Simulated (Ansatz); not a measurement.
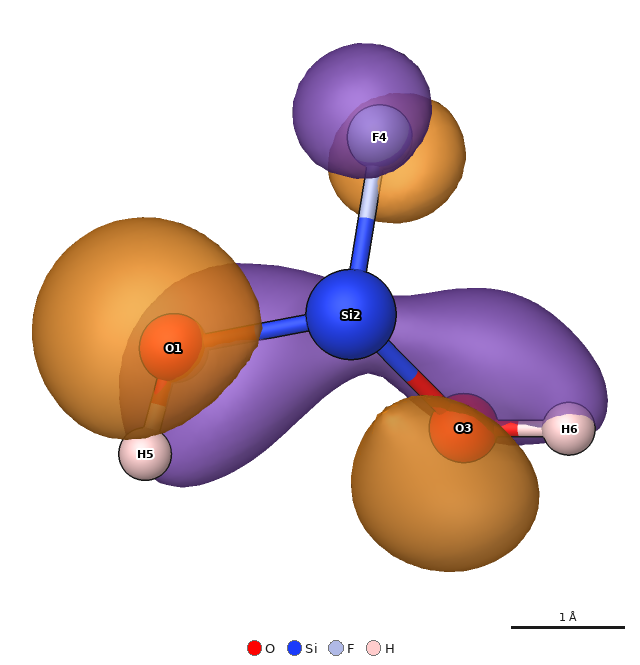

*FH2O2Si (SMILES O[Si](O)F) (doublet). The HOMO−1 (β) at ±0.1 Å⁻³ᐟ² (orange and purple are the two phases), seen across its widest extent.*

All numbers below come from UKS PBE-D4/def2-SVP in Ansatz.

| atom | x (Å) | y (Å) | z (Å) |
| --- | --- | --- | --- |
| O | -0.9410 | 1.0285 | -0.6269 |
| Si | 0.3852 | 0.0325 | -0.4378 |
| O | 0.3292 | -0.5938 | 1.1191 |
| F | 0.1754 | -1.1489 | -1.5540 |
| H | -1.0313 | 1.7071 | 0.0663 |
| H | 1.1243 | -1.0895 | 1.3872 |

Q: What is the character of this orbital?

A: It lies mainly on O1 (about 45 %), O3 (about 30 %) and F4 (about 10 %); largely a combination of lone pairs on O1, O3 and F4. Its energy is −7.85 eV.
